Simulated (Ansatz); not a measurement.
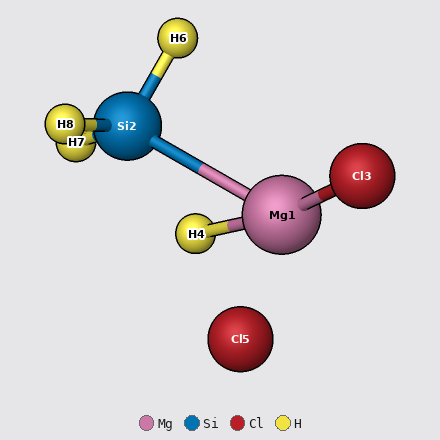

The system is the reacting system Cl₂H₄MgSi (fragments ClH₃MgSi + ClH where the first distance is long, Cl₂H₄MgSi where the second is long); the picture shows the reference structure. First axis: distance Mg1–Cl5 (bond that forms). Second axis: distance H4–Cl5 (bond that breaks). Relaxed at each point: all other coordinates. Grid: 9 × 9 points. Points are written as (first, second). Energies: eV, counted from the lowest grid point. Energies and slopes of some neighbouring points disagree (a jump in structure or state, or too coarse a mesh). The reference is spin-restricted, so regions where a bond is pulled apart into radicals lie too high. Level of theory: RKS BHLYP-D4/def2-SVP in Ansatz 0.2.0.

Its coordinates:

```xyz
8

Mg   -1.1927   -0.8016   -0.9775
Si    0.9372    0.2188    0.7845
Cl   -1.8741   -2.8193   -1.4464
H    -0.3656    0.9414   -0.3498
Cl   -1.4059    2.0132   -1.2782
H     1.9292   -0.7059    0.1825
H     1.5556    1.5325    1.0484
H     0.4164   -0.3792    2.0364
```

Range: distance Mg1–Cl5 (bond that forms) from 2.187 to 3.687 Å; distance H4–Cl5 (bond that breaks) from 1.197 to 2.997 Å.

Question: What will the energy surface look like?

Answer: The lowest grid point is at (2.187 Å, 2.997 Å). It lies at the edge of the scanned range, so the true minimum may lie outside. Other grid points that lie below all their neighbours: (2.627 Å, 1.331 Å) (1.69 eV higher). The highest grid point, (3.687 Å, 1.954 Å), lies 3.31 eV above the lowest.

```tsv
second ↓, first →	2.187	2.298	2.452	2.627	2.818	3.021	3.234	3.456	3.687
2.997	0.00	0.05	0.30	0.62	1.09	1.59	2.08	1.15	1.20
2.720	0.05	0.10	0.34	0.67	1.14	1.63	2.11	1.17	1.22
2.453	0.16	0.20	0.43	0.81	1.29	1.79	2.29	2.75	1.49
2.197	0.37	0.40	0.62	0.98	1.43	1.92	2.39	2.82	3.22
1.954	0.74	0.75	0.94	1.28	1.70	2.14	2.57	2.97	3.31
1.725	1.32	1.30	1.45	1.73	2.33	2.62	2.87	3.05	3.20
1.515	2.07	2.00	2.07	2.26	2.08	2.17	2.26	2.33	2.39
1.331	2.21	1.95	1.76	1.69	1.69	1.73	1.78	1.82	1.87
1.197	2.36	2.09	1.90	1.82	1.82	1.85	1.89	1.93	1.97
```

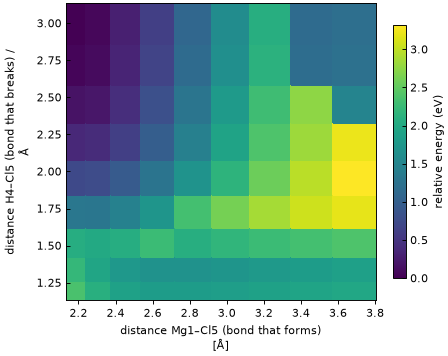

Drawn: one coloured cell a grid point.

Each point was launched as `ansatz run input.yaml --threads 1 --pin off --max-ram 2560MiB --backend cpu --events-out ev --progress --plain --runs-dir out`. The whole map (81 points run) took 21 min on 1 thread of Intel(R) Xeon(R) Platinum 8488C (Sapphire Rapids) (shared host).
